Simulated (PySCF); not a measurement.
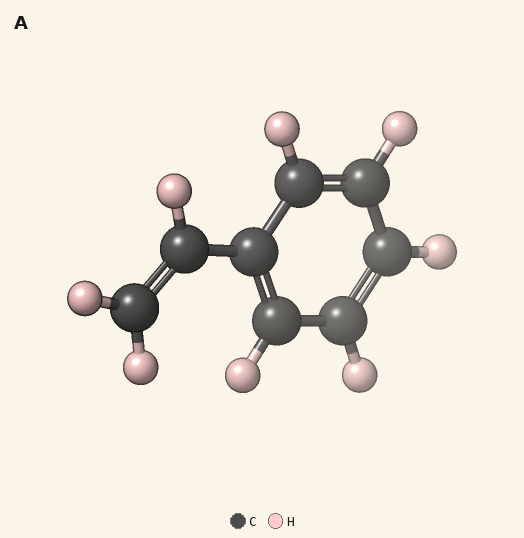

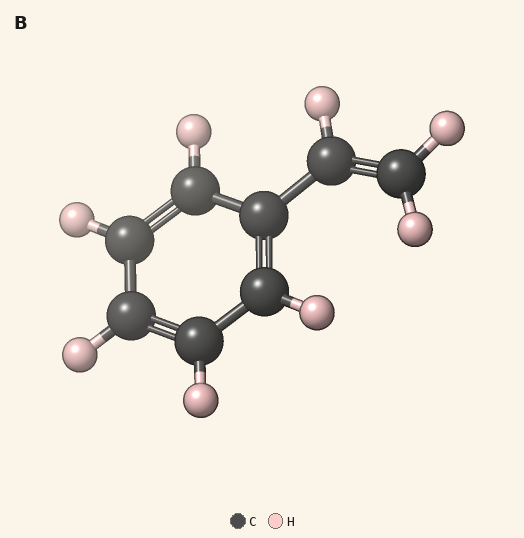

Distant atoms are faded towards the background colour. The geometry was computed by an optimisation with PBE0-D3(BJ)/def2-SVP. No frequency run is at hand to confirm it as a minimum.

> Are A and B the same structure? If not, how do they differ?

Yes. They are the same structure, C8H8 (C=Cc1ccccc1), seen from two directions. With point group Cs it is achiral, so its mirror image would be the same too.
